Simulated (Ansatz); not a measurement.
Potential energy curve for BH, singlet.

Levels: RKS-PBE0 = restricted PBE0/aug-cc-pVTZ (Ansatz, a program for electronic structure); RKS-PBE = restricted PBE/aug-cc-pVTZ (Ansatz); RKS-BLYP = restricted BLYP/aug-cc-pVTZ (Ansatz); UKS-PBE = unrestricted PBE/aug-cc-pVTZ run with Ansatz; UKS-BLYP = unrestricted BLYP/aug-cc-pVTZ run with Ansatz; UKS-PBE0 = unrestricted PBE0/aug-cc-pVTZ run with Ansatz; UCCSD(T) = Ansatz with CCSD(T) on UHF/aug-cc-pVTZ, frozen core; UCCSDT(Q) = CCSDT(Q) on UHF/aug-cc-pVTZ, frozen core run with Ansatz; FCI = full CI/aug-cc-pVTZ, frozen core run with Ansatz.

Cost and accuracy over the 22 points of the scan, with FCI as yardstick. Costs are rough ratios of core time within Ansatz on shared cores, each with its mean field (Kohn-Sham runs search longer for lower solutions than correlated ones do); the miss is the largest error against full CI of the curve after the mean shift, in eV.

**Question.** Which of them comes closest to FCI within 20 times the cost of the cheapest?

**Answer.** UKS-BLYP, 0.048 eV off at most.

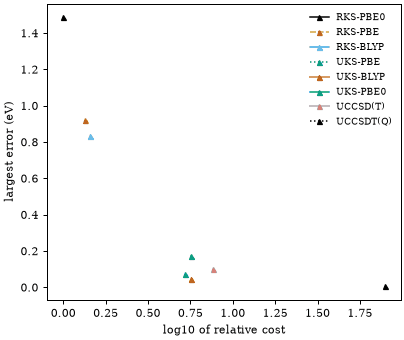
Miss against cost, one point a level.

```csv
level,relative cost,largest error
RKS-PBE0,1,1.487
RKS-PBE,1,0.922
RKS-BLYP,1,0.830
UKS-PBE,5,0.071
UKS-BLYP,6,0.048
UKS-PBE0,6,0.172
UCCSD(T),8,0.102
UCCSDT(Q),80,0.006
```

Costs within a factor of two of each other count as equal.

The restricted form behind RKS-PBE0, RKS-PBE, RKS-BLYP keeps the bonding electrons paired and can't separate into open-shell fragments. The unrestricted determinant behind UKS-PBE is spin-contaminated at 0.99 to 1.45, 2.46 to 4.94 Å (<S²> up to 1.0, against 0.00 for a pure singlet). The unrestricted determinant behind UKS-BLYP is spin-contaminated at 0.99 to 1.24, 2.46 to 4.94 Å (<S²> up to 1.0, against 0.00 for a pure singlet). The unrestricted determinant behind UKS-PBE0 is spin-contaminated at 0.99 to 1.53, 2.20 to 4.94 Å (<S²> up to 1.0, against 0.00 for a pure singlet). The unrestricted determinant behind UCCSD(T), UCCSDT(Q) is spin-contaminated at 0.99 to 4.94 Å (<S²> up to 1.0, against 0.00 for a pure singlet).
